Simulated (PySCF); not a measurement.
**PH₃: relaxation and vibrations of the singlet**

Where does singlet PH₃ go from a trigonal pyramidal start, is the end point a minimum, and what are its modes, charges and moments?

Computed with PySCF 2.14.0. Level: PBE0, basis P def2-TZVP, H def2-TZVP, no relativity, density fitting.

## 1. The system as given

4 atoms, charge 0, spin multiplicity 1.

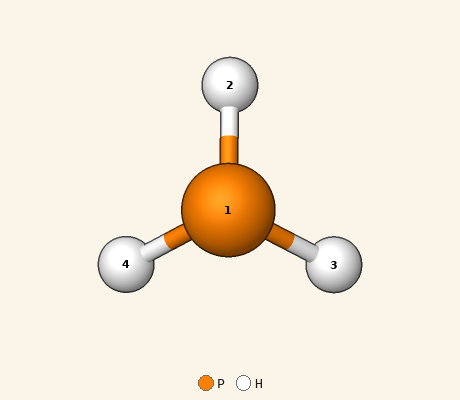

Start geometry, drawn with phosphorus orange, hydrogen white; atoms are numbered from 1 in the order of the file.

Coordinates in bohr (charge 0 multiplicity 1):
```
P     0.0000    0.0000    0.0000
H     2.3860    0.0000    1.2686
H    -1.1930    2.0664    1.2686
H    -1.1930   -2.0664    1.2686
```

## 2. The SCF at the typed geometry

One driver script runs all steps and calls PySCF; scf.py shows how it sets up the SCF of each step. The optimiser is the driver's own. After this first run the driver tries any further starts and a stability analysis.

Contents of scf.py:

```python
from pyscf import gto, scf, dft
mol = gto.M(atom='''
P      0.000000     0.000000     0.000000
H      1.262600     0.000000     0.671300
H     -0.631300     1.093500     0.671300
H     -0.631300    -1.093500     0.671300''',
    basis={'P': 'def2-TZVP', 'H': 'def2-TZVP'},
    charge=0, spin=0)
mf = dft.RKS(mol, xc='PBE0')
mf.grids.atom_grid = (50, 194)
aux = {'P': 'def2-universal-JKFIT', 'H': 'def2-universal-JKFIT'}
mf = mf.density_fit(auxbasis=aux)
mf.conv_tol = 1e-08
mf.diis_space = 10
mf.max_cycle = 60
mf.init_guess = 'minao'
mf.verbose = 4
mf.kernel()
```

Run with:

```bash
> OMP_NUM_THREADS=2 python axn.py task.json out
```

What it wrote:

```text
init E= -342.814833469649
  HOMO = -0.283390931843396  LUMO = -0.00484850168747984  gap/eV = 7.57953
cycle= 1 E= -343.009460957101  delta_E= -0.195  |g|= 0.105  |ddm|= 1.18
  HOMO = -0.255219027950824  LUMO = 0.0401822106905145  gap/eV = 8.03828
cycle= 2 E= -343.011400421239  delta_E= -0.00194  |g|= 0.065  |ddm|= 0.198
  HOMO = -0.274665001252286  LUMO = 0.0303344015307055  gap/eV = 8.29946
cycle= 3 E= -343.012856556141  delta_E= -0.00146  |g|= 0.0185  |ddm|= 0.0924
  HOMO = -0.272081783602411  LUMO = 0.0319222193447732  gap/eV = 8.27237
cycle= 4 E= -343.012911166862  delta_E= -5.46e-05  |g|= 0.00158  |ddm|= 0.0146
  HOMO = -0.272308388592254  LUMO = 0.0318661174808483  gap/eV = 8.27701
cycle= 5 E= -343.012911666493  delta_E= -5e-07  |g|= 0.000144  |ddm|= 0.00173
  HOMO = -0.272302588684001  LUMO = 0.031869094324861  gap/eV = 8.27693
cycle= 6 E= -343.012911673056  delta_E= -6.56e-09  |g|= 4.87e-05  |ddm|= 0.000167
  HOMO = -0.272307902609425  LUMO = 0.0318630992775219  gap/eV = 8.27691
Extra cycle  E= -343.012911673501  delta_E= -4.44e-10  |g|= 3.04e-05  |ddm|= 7.51e-05
converged SCF energy = -343.012911673501
```

This step, with its further starts and checks, ran for 1 s (2 threads of Arm Neoverse V1, shared host).

The test of internal stability found no lower closed-shell solution.

## 3. Relaxation: trigonal pyramidal start, singlet

The program finds C3v symmetry in the start, which this walk keeps. Threshold on the gradient: 0.0003 Eh/bohr, with a further test on the energy change.

Changes to scf.py since step 2:

```diff
@@ -3,4 +3,4 @@
-P      0.000000     0.000000     0.000000
-H      1.262600     0.000000     0.671300
-H     -0.631300     1.093500     0.671300
-H     -0.631300    -1.093500     0.671300''',
+P      0.000000     0.000000    -0.059701
+H      1.262633    -0.000000     0.611599
+H     -0.631316     1.093472     0.611599
+H     -0.631316    -1.093472     0.611599''',
@@ -16 +15,0 @@
-mf.init_guess = 'minao'
```

Energy and gradient, step by step:

| step | energy (Eh) | change (kJ/mol) | largest symmetric gradient (Eh/bohr) |
| --- | --- | --- | --- |
| 0 | -343.012912 | 0.00 | 0.01286 |
| 1 | -343.015797 | -7.58 | 0.01026 |
| 2 | -343.016067 | -8.28 | 0.00023 |
| 3 | -343.016068 | -8.29 | 0.00002 |

The walk took 1.5 s.

Geometry (Å) and forces (eV/Å) at some steps:

```
step 0
P    0.000   0.000  -0.060   0.000   0.000  -0.661
H    1.263   0.000   0.612  -0.474   0.000   0.221
H   -0.631   1.093   0.612   0.237  -0.411   0.220
H   -0.631  -1.093   0.612   0.237   0.411   0.220
step 1
P    0.000   0.000  -0.161   0.000   0.000   0.528
H    1.179   0.000   0.645  -0.064   0.000  -0.177
H   -0.590   1.021   0.645   0.032  -0.057  -0.175
H   -0.590  -1.021   0.645   0.032   0.057  -0.175
step 2
P    0.000   0.000  -0.136   0.000   0.000  -0.012
H    1.191   0.000   0.637  -0.007   0.000   0.003
H   -0.596   1.032   0.637   0.003  -0.006   0.004
H   -0.596  -1.032   0.637   0.003   0.006   0.004
step 3
P    0.000   0.000  -0.137   0.000   0.000   0.000
H    1.190   0.000   0.637  -0.001   0.000  -0.001
H   -0.595   1.031   0.637   0.000  -0.001   0.000
H   -0.595  -1.031   0.637   0.000   0.001   0.000
```

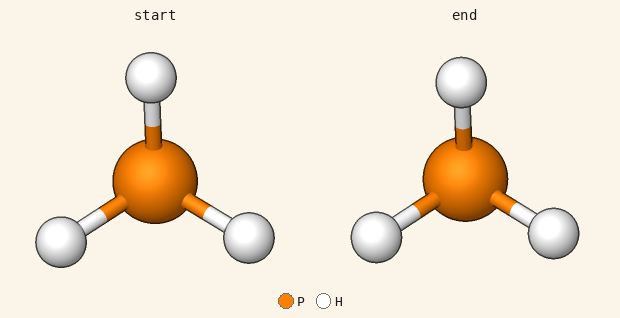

The geometry along the walk, at one scale.

After 3 steps and 8.3 kJ/mol it ends at C3v: P–H 1.420 Å (×3); H–P–H 93.1° (×3).

## 4. Vibrations and properties at this point

The point is checked on the finer grid, and tightened if its gradient asks for it. The Hessian and the dipole derivatives come from central differences of analytic gradients, with steps of 0.02 bohr.

Changes to scf.py since step 3:

```diff
@@ -3,4 +3,4 @@
-P      0.000000     0.000000    -0.059701
-H      1.262633    -0.000000     0.611599
-H     -0.631316     1.093472     0.611599
-H     -0.631316    -1.093472     0.611599''',
+P      0.000000    -0.000000    -0.068855
+H      1.190255    -0.000000     0.705378
+H     -0.595128     1.030791     0.705378
+H     -0.595128    -1.030791     0.705378''',
@@ -10 +10 @@
-mf.grids.atom_grid = (50, 194)
+mf.grids.atom_grid = (75, 302)
@@ -13 +13 @@
-mf.conv_tol = 1e-08
+mf.conv_tol = 1e-10
```

This SCF starts from the last density.

SCF at the final geometry:

```text
init E= -343.016070246558
  HOMO = -0.288868864504666  LUMO = 0.028703421480819  gap/eV = 8.64158
cycle= 1 E= -343.016070246558  delta_E= -1.14e-13  |g|= 1.68e-07  |ddm|= 3.49e-07
  HOMO = -0.288868874980979  LUMO = 0.028703404463728  gap/eV = 8.64158
Extra cycle  E= -343.01607024656  delta_E= -1.25e-12  |g|= 1.02e-07  |ddm|= 2.17e-07
converged SCF energy = -343.01607024656
```

The whole step took 5.6 s.

Geometry: C3v; P–H 1.420 Å (×3); H–P–H 93.1° (×3).

Modes, for the most abundant isotopes:

```tsv
symmetry	ω (cm⁻¹)	IR (km/mol)	μ (u)
a1	1004	15.2	1.07
e	1135	18.9	1.03
a1	2410	26.0	1.03
e	2423	109	1.04
```

All wavenumbers are real: a minimum.

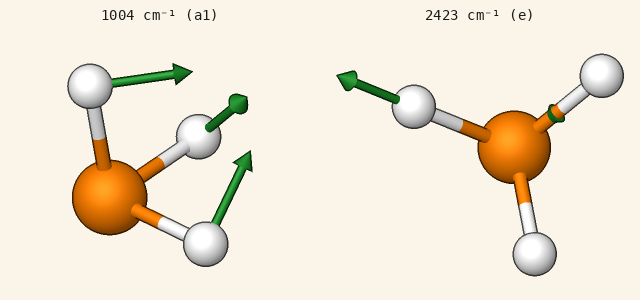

How the atoms move in 2 of the modes.

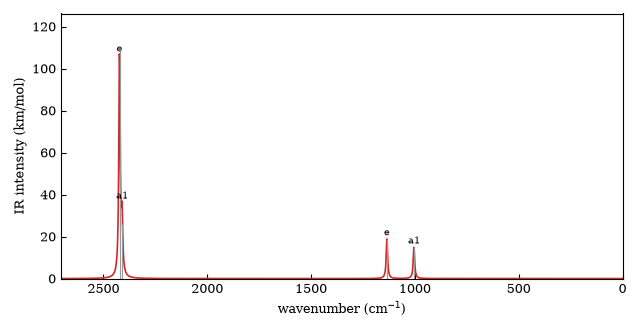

The harmonic infrared spectrum (widths in cm⁻¹). Lines are broadened to a width of 8 cm⁻¹ (Lorentzian).

Properties at this point:

```
Dipole moment                                                   : 0.70 D
Highest occupied level                                          : -7.86 eV
Lowest empty level                                              : 0.78 eV
Rotational constants                                            : 4.445, 4.445, 3.936 cm⁻¹
Zero-point energy                                               : 63.0 kJ/mol
Principal polarisabilities                                      : 25.5, 26.7, 26.7 bohr³
Atomisation energy without zero-point energy                    : 992 kJ/mol
Principal traceless quadrupole moments about the centre of mass : -2.12, 1.06, 1.06 D Å
Entropy at 298.15 K and 1 bar                                   : 210.2 J/(mol K)
Heat capacity Cp at 298.15 K                                    : 36.9 J/(mol K)
Enthalpy at 298.15 K above 0 K                                  : 10.13 kJ/mol
Rotational symmetry number                                      : 3
```

Charges (e) and bond orders:

```csv
atom,Mulliken,Löwdin,polar tensor,Mayer order to P1
P1,-0.26,-0.01,0.26,–
"H2,3,4",0.09,0.00,-0.09,0.97
```

Outer orbital energies (eV). occupied: -179.71, -128.97, -128.97, -128.86, -18.03, -10.77, -10.77, -7.86; empty: 0.78, 0.78, 1.22, 5.21.

Mulliken populations on P1: s 5.74, p 9.35, d 0.16, f 0.01.

## 5. Outcome

| quantity | value |
| --- | --- |
| minimum | singlet, C3v |
| geometry | P–H 1.420 Å (×3); H–P–H 93.1° (×3) |
| wavenumbers (cm⁻¹) | 1004 (a1), 1135 (e), 2410 (a1), 2423 (e) |
| dipole moment | 0.70 D |
| highest occupied, lowest empty level | -7.86, 0.78 eV |
| polar-tensor charge of P1 | +0.26 e |
| zero-point energy | 63.0 kJ/mol |
| entropy at 298.15 K | 210.2 J/(mol K) |
| atomisation energy (no zero-point energy) | 992 kJ/mol |

In words: The trigonal pyramidal start keeps its C3v symmetry and ends in a minimum. In the infrared the band at 2423 cm⁻¹ (e, stretch) leads. Only this shape and spin were tried, so other structures or states may lie lower.

The search up to here took 8.1 s.
